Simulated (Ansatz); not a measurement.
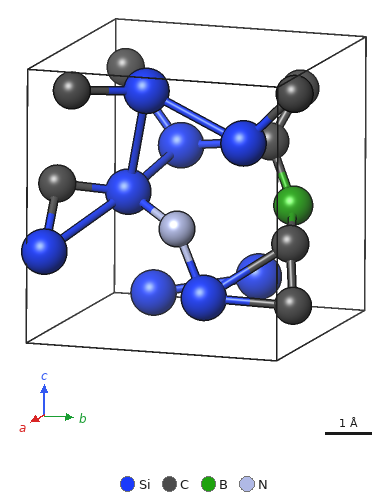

Starting frame of a dynamics run of an amorphous cell of composition Si$_{8}$BC$_{8}$N (18 atoms in the cell). It starts from the last geometry of an earlier run, with fresh velocities. Style: ball-and-stick. Shown: the simulation cell, slightly off an axis. Bonds to atoms that aren't drawn are left out.

All numbers below come from Ansatz 0.2.0, DFT PBE, scalar-relativistic, plane waves, PAW.

Input file:
```yaml
crystal:
  lattice:
    - [5.585875, -0.113316, -0.041111]
    - [-0.113316, 5.718932, -0.011328]
    - [-0.041111, -0.011328, 6.073038]
  atoms:
    - { symbol: Si, position: [0.6565833614, 0.7432713847, 0.7146395644] }
    - { symbol: Si, position: [0.2662839253, 0.2499654955, 0.0652259521] }
    - { symbol: Si, position: [0.9384833793, 0.048654927, 0.325779325] }
    - { symbol: Si, position: [0.5542032963, 0.2478952635, 0.487036548] }
    - { symbol: Si, position: [0.6988816945, 0.602600354, 0.1485224858] }
    - { symbol: Si, position: [0.1542369602, 0.3176192623, 0.587380312] }
    - { symbol: Si, position: [0.1067728087, 0.6140796959, 0.1183420038] }
    - { symbol: Si, position: [0.6595564002, 0.3553764619, 0.8815608326] }
    - { symbol: C, position: [0.7110874108, 0.0195293043, 0.5309812673] }
    - { symbol: C, position: [0.6481246583, 0.9410177898, 0.1326645886] }
    - { symbol: C, position: [0.672546896, 0.9521232607, 0.9121972968] }
    - { symbol: C, position: [0.0906694879, 0.0724802491, 0.8454198437] }
    - { symbol: C, position: [0.1561643793, 0.7934375475, 0.8263529477] }
    - { symbol: C, position: [0.5340941197, 0.8889744176, 0.3343840983] }
    - { symbol: C, position: [0.2444223204, 0.70562293, 0.6436879169] }
    - { symbol: C, position: [0.8636295091, 0.1292358771, 0.9061875305] }
    - { symbol: B, position: [0.2956748467, 0.8163099272, 0.4259997621] }
    - { symbol: "N", position: [0.6890329023, 0.4905249127, 0.3912943089] }
  symmetry: { detect: false }
basis:
  ecutwfc: 420
  xc_grid: 1
kpoints:
  mp_grid: { grid: [1, 1, 1], shift: [0.25, 0.25, 0.25] }
hamiltonian:
  xc: pbe
scf:
  occupations: { method: fermi_dirac, width: 0.1379 }
  lower_state_search: "off"
  convergence: { dr2_threshold: 1.0e-05 }
output:
  forces: true
  stress: true
md:
  timestep: 1.5
  n_steps: 250
  ensemble: nvt_langevin
  friction: 0.03
  temperature: 1600.0
  initial_velocities: maxwell_boltzmann
  seed: 22109
```

Launched with:
```bash
ansatz run input.yaml --threads 2 --pin off --max-ram 5120MiB --backend cpu --events-out ev --progress --plain --runs-dir out
```

What does the trajectory do?

Answer. The mean temperature in the second half is 1441 K (standard deviation 310 K). The potential energy in the second half lies on average 273 meV per atom below the first frame. The first frame is far from relaxed (forces up to 8.2 eV/Å), so much of the motion is the structure settling. The mean pressure there is 10.1 GPa. In the second half of the run the atoms are, in the root-mean-square, this far from where they began (common drift taken out): B 0.53 Å, C 0.47 Å, N 0.46 Å, Si 0.45 Å. Against the typical shortest distance between atoms in the first frame, about 1.6 Å these are large excursions, but over 375 fs one can't yet tell strong vibration from the start of diffusion. Bond changes: one C–C bond forms at about 24 fs; one C–C bond breaks at about 38 fs; 3 Si–Si bonds form between 56 fs and 280 fs; 2 C–Si bonds form between 76 fs and 94 fs; one Si–Si bond breaks at about 300 fs.

Along the run (each row but the first and the last is the mean over the interval that it begins):

```
time (fs)  potential energy (meV/atom)  T (K)  p (GPa)
      0.0                          0.0   1511     21.1
     61.5                       -211.3   2034     11.8
    123.0                       -220.8   1868      9.3
    184.5                       -261.8   1316      9.1
    246.0                       -270.8   1549     10.8
    307.5                       -289.1   1457     10.2
    369.0                       -263.4   1507     10.7
```

The paths of the atoms:

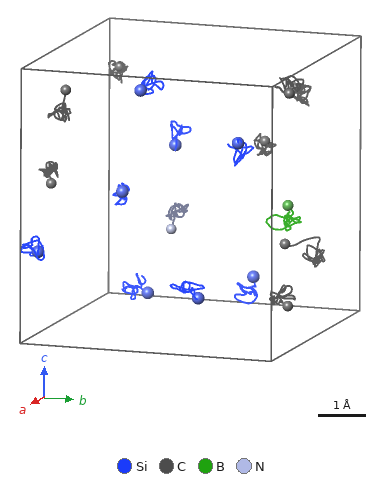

Limits of the set-up: the periodic images lie only 5.6 Å apart, so the values are limited by the cell's size.
